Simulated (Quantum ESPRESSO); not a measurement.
# CaMn2As2: where do free moments turn?

Aim: see whether a non-collinear arrangement of the moments of CaMn2As2 lies under the collinear ones.

Calculated with Quantum ESPRESSO 7.5; LDA; plane waves with GBRV 1.5 LDA potentials, no spin-orbit coupling.

## Step 1: The structure

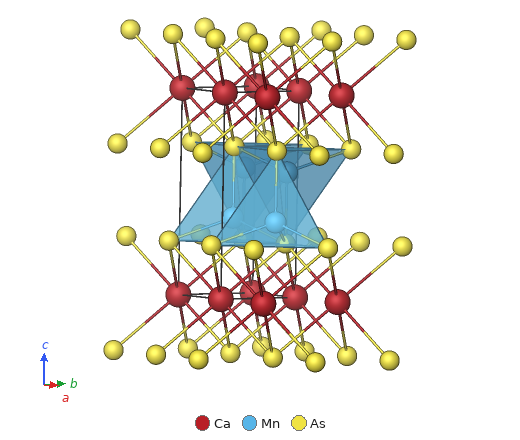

The starting structure, seen slightly off an axis (calcium red, manganese blue, arsenic yellow). 2×1×1 cells are drawn. Some periodic images of atoms are drawn too.

The cell comes from Materials Project 2023-11-01, a database of computed structures, and need not be the stable phase.

## Step 2: Start 1: collinear parallel

pw.in

```
&CONTROL
  calculation = 'scf'
  prefix = 'pwscf'
  outdir = './tmp'
  pseudo_dir = './pseudo'
  disk_io = 'nowf'
/
&SYSTEM
  ibrav = 0
  nat = 5
  ntyp = 3
  ecutwfc = 34
  ecutrho = 238
  nbnd = 68
  occupations = 'smearing'
  smearing = 'fd'
  degauss = 0.00734986
  noncolin = .true.
  starting_magnetization(1) = 0
  starting_magnetization(2) = 0.2333
  angle1(2) = 0
  angle2(2) = 0
  starting_magnetization(3) = 0
/
&ELECTRONS
  conv_thr = 1d-08
  electron_maxstep = 150
  mixing_beta = 0.3
/
ATOMIC_SPECIES
Ca     40.0780 ca_lda_v1.uspp.F.UPF
Mn     54.9380 mn_lda_v1.5.uspp.F.UPF
As     74.9216 as_lda_v1.uspp.F.UPF
CELL_PARAMETERS angstrom
   4.0003377127    0.0000000000    0.0000000000
  -2.0001688564    3.4643940829    0.0000000000
   0.0000000000    0.0000000000    6.9955350000
ATOMIC_POSITIONS crystal
Ca      0.0000000000    0.0000000000    0.0000000000
Mn      0.3333333300    0.6666666700    0.6158690000
Mn      0.6666666700    0.3333333300    0.3841310000
As      0.6666666700    0.3333333300    0.7290990000
As      0.3333333300    0.6666666700    0.2709010000
K_POINTS automatic
5 5 3 0 0 0
```

Run with:

```bash
> OMP_NUM_THREADS=1 mpirun -n 4 pw.x -nk 4 -in pw.in > pw.out
```

What it wrote:

```text
Program PWSCF v.7.5 starts

     Message from routine setup:
     using ibrav=0 with symmetry is DISCOURAGED, use correct ibrav instead

     K-points division:     npool     =       4
     Subspace diagonalization in iterative solution of the eigenvalue problem:

     bravais-lattice index     =            0
     lattice parameter (alat)  =       7.5595  a.u.
     unit-cell volume          =     654.2466 (a.u.)^3
     number of atoms/cell      =            5
     number of atomic types    =            3
     number of electrons       =        50.00
     number of Kohn-Sham states=           68
     kinetic-energy cutoff     =      34.0000  Ry
     charge density cutoff     =     238.0000  Ry
     scf convergence threshold =      1.0E-08
     mixing beta               =       0.3000
     number of iterations used =            8  plain     mixing
     Exchange-correlation= SLA  PZ   NOGX NOGC
                           (   1   1   0   0   0   0   0)
     Noncollinear calculation without spin-orbit

     celldm(1)=   7.559543  celldm(2)=   0.000000  celldm(3)=   0.000000
     celldm(4)=   0.000000  celldm(5)=   0.000000  celldm(6)=   0.000000

     crystal axes: (cart. coord. in units of alat)
               a(1) = (   1.000000   0.000000   0.000000 )
               a(2) = (  -0.500000   0.866025   0.000000 )
               a(3) = (   0.000000   0.000000   1.748736 )

     reciprocal axes: (cart. coord. in units 2 pi/alat)
               b(1) = (  1.000000  0.577350 -0.000000 )
               b(2) = (  0.000000  1.154701  0.000000 )
               b(3) = (  0.000000 -0.000000  0.571842 )

     PseudoPot. # 1 for Ca read from file:
     ca_lda_v1.uspp.F.UPF
     Pseudo is Ultrasoft + core correction, Zval = 10.0

     PseudoPot. # 2 for Mn read from file:
     mn_lda_v1.5.uspp.F.UPF
     Pseudo is Ultrasoft + core correction, Zval = 15.0

     PseudoPot. # 3 for As read from file:
     as_lda_v1.uspp.F.UPF
     Pseudo is Ultrasoft + core correction, Zval =  5.0

     atomic species   valence    mass     pseudopotential
     Ca               10.00    40.07800     Ca( 1.00)
     Mn               15.00    54.93800     Mn( 1.00)
     As                5.00    74.92160     As( 1.00)

     12 Sym. Ops., with inversion, found

   Cartesian axes

     site n.     atom                  positions (alat units)
         1        Ca     tau(   1) = (   0.0000000   0.0000000   0.0000000  )
         2        Mn     tau(   2) = (  -0.0000000   0.5773503   1.0769924  )
         3        Mn     tau(   3) = (   0.5000000   0.2886751   0.6717437  )
         4        As     tau(   4) = (   0.5000000   0.2886751   1.2750017  )
         5        As     tau(   5) = (  -0.0000000   0.5773503   0.4737344  )

     number of k points=    12  Fermi-Dirac smearing, width (Ry)=  0.0073
                       cart. coord. in units 2pi/alat
        k(    1) = (   0.0000000   0.0000000   0.0000000), wk =   0.0133333
        k(    2) = (   0.0000000   0.0000000   0.1906139), wk =   0.0266667
        k(    3) = (   0.0000000   0.2309401   0.0000000), wk =   0.0800000
        k(    4) = (   0.0000000   0.2309401   0.1906139), wk =   0.0800000
        k(    5) = (   0.0000000   0.4618802   0.0000000), wk =   0.0800000
        [... 7 further k-points ...]

     Dense  grid:    40583 G-vectors     FFT dimensions: (  40,  40,  72)

     Smooth grid:    17503 G-vectors     FFT dimensions: (  30,  30,  50)

     Check: negative core charge=   -0.000012
     Generating pointlists ...
     new r_m :   0.3081 (alat units)  2.3289 (a.u.) for type    1
     new r_m :   0.2488 (alat units)  1.8811 (a.u.) for type    2
     new r_m :   0.2488 (alat units)  1.8811 (a.u.) for type    3

     Initial potential from superposition of free atoms

     starting charge      48.9947, renormalised to      50.0000

 ==============================================================================
     atom number    1 relative position :    0.0000   0.0000   0.0000
     charge :     8.561986  (integrated on a sphere of radius 0.308)
     magnetization :          0.000000    0.000000    0.006709
     magnetization/charge:    0.000000    0.000000    0.000784
     polar coord.: r, theta, phi [deg] :     0.006709    0.000000  360.000000

 ==============================================================================

 ==============================================================================
     atom number    2 relative position :   -0.0000   0.5774   1.0770
     charge :    13.276592  (integrated on a sphere of radius 0.249)
     magnetization :          0.000000    0.000000    3.036654
     magnetization/charge:    0.000000    0.000000    0.228722
     polar coord.: r, theta, phi [deg] :     3.036654    0.000000  360.000000

 ==============================================================================

 ==============================================================================
     atom number    3 relative position :    0.5000   0.2887   0.6717
     charge :    13.276592  (integrated on a sphere of radius 0.249)
     magnetization :          0.000000    0.000000    3.036654
     magnetization/charge:    0.000000    0.000000    0.228722
     polar coord.: r, theta, phi [deg] :     3.036654    0.000000  360.000000

 ==============================================================================

 ==============================================================================
     atom number    4 relative position :    0.5000   0.2887   1.2750
     charge :     2.690808  (integrated on a sphere of radius 0.249)
     magnetization :          0.000000    0.000000    0.038894
     magnetization/charge:    0.000000    0.000000    0.014454
     polar coord.: r, theta, phi [deg] :     0.038894    0.000000  360.000000

 ==============================================================================

 ==============================================================================
     atom number    5 relative position :   -0.0000   0.5774   0.4737
     charge :     2.690808  (integrated on a sphere of radius 0.249)
     magnetization :          0.000000    0.000000    0.038894
     magnetization/charge:    0.000000    0.000000    0.014454
     polar coord.: r, theta, phi [deg] :     0.038894    0.000000  360.000000

 ==============================================================================
     Starting wfcs are   88 randomized atomic wfcs

     Self-consistent Calculation

     iteration #  1     ecut=    34.00 Ry     beta= 0.30
     Davidson diagonalization with overlap
     ethr =  1.00E-02,  avg # of iterations =  2.2

     total energy              =    -576.80230820 Ry
     estimated scf accuracy    <       1.16836215 Ry

     total magnetization       =     0.00    -0.00     5.26 Bohr mag/cell
     absolute magnetization    =     5.56 Bohr mag/cell

     iteration #  2     ecut=    34.00 Ry     beta= 0.30
     Davidson diagonalization with overlap
     ethr =  2.34E-03,  avg # of iterations =  3.0

     total energy              =    -576.89889458 Ry
     estimated scf accuracy    <       0.78090017 Ry

     total magnetization       =     0.00    -0.00     4.95 Bohr mag/cell
     absolute magnetization    =     5.63 Bohr mag/cell

     [... further iterations left out ...]

     iteration # 14     ecut=    34.00 Ry     beta= 0.30
     Davidson diagonalization with overlap
     ethr =  3.96E-11,  avg # of iterations =  4.0

     total energy              =    -577.04763034 Ry
     estimated scf accuracy    <       0.00000002 Ry

     total magnetization       =    -0.00     0.00     4.79 Bohr mag/cell
     absolute magnetization    =     5.28 Bohr mag/cell

     iteration # 15     ecut=    34.00 Ry     beta= 0.30
     Davidson diagonalization with overlap
     ethr =  3.96E-11,  avg # of iterations =  2.0

 ==============================================================================
     atom number    1 relative position :    0.0000   0.0000   0.0000
     charge :     8.406324  (integrated on a sphere of radius 0.308)
     magnetization :          0.000000   -0.000000   -0.005320
     magnetization/charge:    0.000000   -0.000000   -0.000633
     polar coord.: r, theta, phi [deg] :     0.005320  180.000000  360.000000

 ==============================================================================

 ==============================================================================
     atom number    2 relative position :   -0.0000   0.5774   1.0770
     charge :    13.113629  (integrated on a sphere of radius 0.249)
     magnetization :          0.000000   -0.000000    2.307415
     magnetization/charge:    0.000000   -0.000000    0.175956
     polar coord.: r, theta, phi [deg] :     2.307415    0.000000  360.000000

 ==============================================================================

 ==============================================================================
     atom number    3 relative position :    0.5000   0.2887   0.6717
     charge :    13.113629  (integrated on a sphere of radius 0.249)
     magnetization :          0.000000   -0.000000    2.307415
     magnetization/charge:    0.000000   -0.000000    0.175956
     polar coord.: r, theta, phi [deg] :     2.307415    0.000000  360.000000

 ==============================================================================

 ==============================================================================
     atom number    4 relative position :    0.5000   0.2887   1.2750
     charge :     2.686415  (integrated on a sphere of radius 0.249)
     magnetization :          0.000000   -0.000000   -0.074096
     magnetization/charge:    0.000000   -0.000000   -0.027582
     polar coord.: r, theta, phi [deg] :     0.074096  180.000000  360.000000

 ==============================================================================

 ==============================================================================
     atom number    5 relative position :   -0.0000   0.5774   0.4737
     charge :     2.686415  (integrated on a sphere of radius 0.249)
     magnetization :          0.000000   -0.000000   -0.074096
     magnetization/charge:    0.000000   -0.000000   -0.027582
     polar coord.: r, theta, phi [deg] :     0.074096  180.000000  360.000000

 ==============================================================================

     End of self-consistent calculation

     [... lines left out ...]
     the Fermi energy is     9.4736 ev

!    total energy              =    -577.04763035 Ry
     estimated scf accuracy    <          6.3E-10 Ry
     smearing contrib. (-TS)   =      -0.00943544 Ry
     internal energy E=F+TS    =    -577.03819490 Ry

     The total energy is F=E-TS. E is the sum of the following terms:
     one-electron contribution =    -353.54372425 Ry
     hartree contribution      =     193.17967138 Ry
     xc contribution           =    -126.59965232 Ry
     ewald contribution        =    -290.07448971 Ry

     total magnetization       =     0.00     0.00     4.79 Bohr mag/cell
     absolute magnetization    =     5.28 Bohr mag/cell

     convergence has been achieved in  15 iterations

=------------------------------------------------------------------------------=
   JOB DONE.
=------------------------------------------------------------------------------=
```

It took 35 s on 4 MPI ranks of Arm Neoverse V1, shared host; peak memory 0.63 GiB; 2.4 min of CPU time.

Spin moment in the atom's sphere by atom:

| atom | x (μB) | y (μB) | z (μB) | size |
| --- | --- | --- | --- | --- |
| Ca1 | 0.00 | 0.00 | -0.01 | 0.01 |
| Mn2 | 0.00 | 0.00 | 2.31 | 2.31 |
| Mn3 | 0.00 | 0.00 | 2.31 | 2.31 |
| As4 | 0.00 | 0.00 | -0.07 | 0.07 |
| As5 | 0.00 | 0.00 | -0.07 | 0.07 |

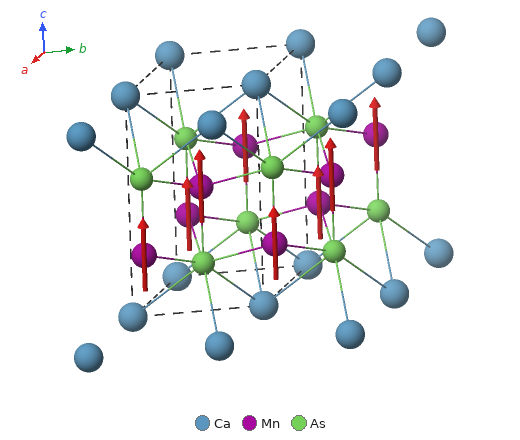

Spin moment in the atom's sphere as arrows, the longest 2.31 μB. Bonds to atoms that aren't drawn are left out. 2×2×1 cells are drawn. Some periodic images of atoms are drawn too.

Numbers from this step:

* smearing term TS: 0.1284 eV
* magnetization: 0, 0, 4.789 μB
* absolute magnetization: 5.281 μB
* final state: ferromagnetic

## Step 3: Start 2: two sublattices 60 degrees apart

Changes to pw.in since step 2:

```diff
@@ -10,3 +10,3 @@
   nat = 5
-  ntyp = 3
+  ntyp = 4
   ecutwfc = 34
@@ -20,5 +20,8 @@
   starting_magnetization(2) = 0.2333
-  angle1(2) = 0
+  angle1(2) = 90
   angle2(2) = 0
-  starting_magnetization(3) = 0
+  starting_magnetization(3) = 0.2333
+  angle1(3) = 90
+  angle2(3) = 60
+  starting_magnetization(4) = 0
 /
@@ -31,3 +34,4 @@
 Ca     40.0780 ca_lda_v1.uspp.F.UPF
-Mn     54.9380 mn_lda_v1.5.uspp.F.UPF
+Mn1    54.9380 mn_lda_v1.5.uspp.F.UPF
+Mn2    54.9380 mn_lda_v1.5.uspp.F.UPF
 As     74.9216 as_lda_v1.uspp.F.UPF
@@ -39,4 +43,4 @@
 Ca      0.0000000000    0.0000000000    0.0000000000
-Mn      0.3333333300    0.6666666700    0.6158690000
-Mn      0.6666666700    0.3333333300    0.3841310000
+Mn1     0.3333333300    0.6666666700    0.6158690000
+Mn2     0.6666666700    0.3333333300    0.3841310000
 As      0.6666666700    0.3333333300    0.7290990000
```

What it wrote:

```text
     [... lines left out ...]
Program PWSCF v.7.5 starts
     [... lines left out ...]
     number of atoms/cell      =            5
     [... lines left out ...]
     number of electrons       =        50.00
     number of Kohn-Sham states=           68
     kinetic-energy cutoff     =      34.0000  Ry
     charge density cutoff     =     238.0000  Ry
     scf convergence threshold =      1.0E-08
     [... lines left out ...]
     Noncollinear calculation without spin-orbit
     [... lines left out ...]
     No symmetry found
     [... lines left out ...]
     number of k points=    75  Fermi-Dirac smearing, width (Ry)=  0.0073
     [... lines left out ...]
     iteration # 34     ecut=    34.00 Ry     beta= 0.30
     [... lines left out ...]
     atom number    1 relative position :    0.0000   0.0000   0.0000
     [... lines left out ...]
     magnetization :         -0.004614   -0.002657    0.000000
     [... lines left out ...]
     atom number    2 relative position :   -0.0000   0.5774   1.0770
     [... lines left out ...]
     magnetization :          2.000856    1.148779   -0.000069
     [... lines left out ...]
     atom number    3 relative position :    0.5000   0.2887   0.6717
     [... lines left out ...]
     magnetization :          1.998485    1.154198    0.000069
     [... lines left out ...]
     atom number    4 relative position :    0.5000   0.2887   1.2750
     [... lines left out ...]
     magnetization :         -0.064229   -0.036936    0.000001
     [... lines left out ...]
     atom number    5 relative position :   -0.0000   0.5774   0.4737
     [... lines left out ...]
     magnetization :         -0.064188   -0.037012   -0.000001
     [... lines left out ...]
     the Fermi energy is     9.4736 ev
!    total energy              =    -577.04763035 Ry
     estimated scf accuracy    <          4.5E-09 Ry
     smearing contrib. (-TS)   =      -0.00943582 Ry
     [... lines left out ...]
     total magnetization       =     4.15     2.39     0.00 Bohr mag/cell
     absolute magnetization    =     5.28 Bohr mag/cell
     convergence has been achieved in  34 iterations
```

Wall time 7.3 min (4 MPI ranks); peak memory 0.85 GiB.

Spin moment in the atom's sphere by atom:

| atom | x (μB) | y (μB) | z (μB) | size |
| --- | --- | --- | --- | --- |
| Ca1 | 0.00 | 0.00 | 0.00 | 0.01 |
| Mn2 | 2.00 | 1.15 | 0.00 | 2.31 |
| Mn3 | 2.00 | 1.15 | 0.00 | 2.31 |
| As4 | -0.06 | -0.04 | 0.00 | 0.07 |
| As5 | -0.06 | -0.04 | 0.00 | 0.07 |

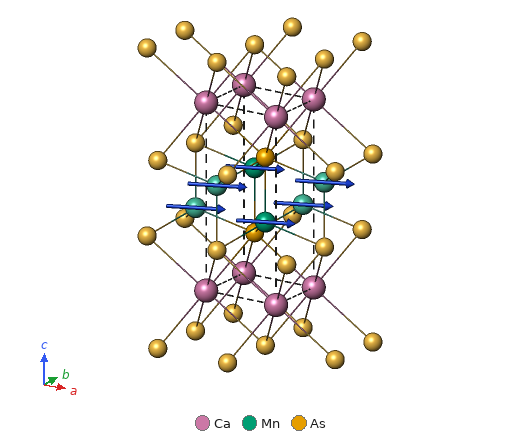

Spin moment in the atom's sphere as arrows, the longest 2.31 μB. Some periodic images of atoms are drawn too.

This step gave:

| Item | Value |
| --- | --- |
| smearing term TS | 0.1284 eV |
| magnetization | 4.15, 2.39, 0 μB |
| absolute magnetization | 5.281 μB |
| final state | ferromagnetic |

## Step 4: Start 3: collinear alternating

Changes to pw.in since step 3:

```diff
@@ -20,7 +20,7 @@
   starting_magnetization(2) = 0.2333
-  angle1(2) = 90
+  angle1(2) = 0
   angle2(2) = 0
   starting_magnetization(3) = 0.2333
-  angle1(3) = 90
-  angle2(3) = 60
+  angle1(3) = 180
+  angle2(3) = 0
   starting_magnetization(4) = 0
```

What it wrote:

```text
     [... lines left out ...]
Program PWSCF v.7.5 starts
     [... lines left out ...]
     number of atoms/cell      =            5
     [... lines left out ...]
     number of electrons       =        50.00
     number of Kohn-Sham states=           68
     kinetic-energy cutoff     =      34.0000  Ry
     charge density cutoff     =     238.0000  Ry
     scf convergence threshold =      1.0E-08
     [... lines left out ...]
     Noncollinear calculation without spin-orbit
     [... lines left out ...]
      6 Sym. Ops. (no inversion) found
     [... lines left out ...]
     number of k points=    16  Fermi-Dirac smearing, width (Ry)=  0.0073
     [... lines left out ...]
     iteration # 15     ecut=    34.00 Ry     beta= 0.30
     [... lines left out ...]
     atom number    1 relative position :    0.0000   0.0000   0.0000
     [... lines left out ...]
     magnetization :         -0.000000    0.000000    0.000000
     [... lines left out ...]
     atom number    2 relative position :   -0.0000   0.5774   1.0770
     [... lines left out ...]
     magnetization :          0.000000   -0.000000    2.948127
     [... lines left out ...]
     atom number    3 relative position :    0.5000   0.2887   0.6717
     [... lines left out ...]
     magnetization :         -0.000000    0.000000   -2.948155
     [... lines left out ...]
     atom number    4 relative position :    0.5000   0.2887   1.2750
     [... lines left out ...]
     magnetization :          0.000000   -0.000000   -0.009569
     [... lines left out ...]
     atom number    5 relative position :   -0.0000   0.5774   0.4737
     [... lines left out ...]
     magnetization :         -0.000000    0.000000    0.009571
     [... lines left out ...]
     the Fermi energy is     9.6544 ev
!    total energy              =    -577.06697505 Ry
     estimated scf accuracy    <          2.4E-09 Ry
     smearing contrib. (-TS)   =      -0.00734399 Ry
     [... lines left out ...]
     total magnetization       =    -0.00    -0.00    -0.00 Bohr mag/cell
     absolute magnetization    =     6.74 Bohr mag/cell
     convergence has been achieved in  15 iterations
```

The job ended after 45 s (4 MPI ranks; peak memory 0.59 GiB).

(Continued in part 2 of 2.)

[Logs and program files are shortened in this print: banners, set-up blocks, solver, clock and traceback lines can be left out without a mark of their own.]

[Logs are printed without paths, hosts, clocks, repeated set-up lines and the standing remarks that a program may print on its own settings, such as how far it seeks lower states.]

[Hosts, paths, dates, database ids (printed as entryN), source tags and the programs' standing remarks are cut or masked in the printed files.]

[Where a cell is said to come from a database of computed structures, the database is the Materials Project.]
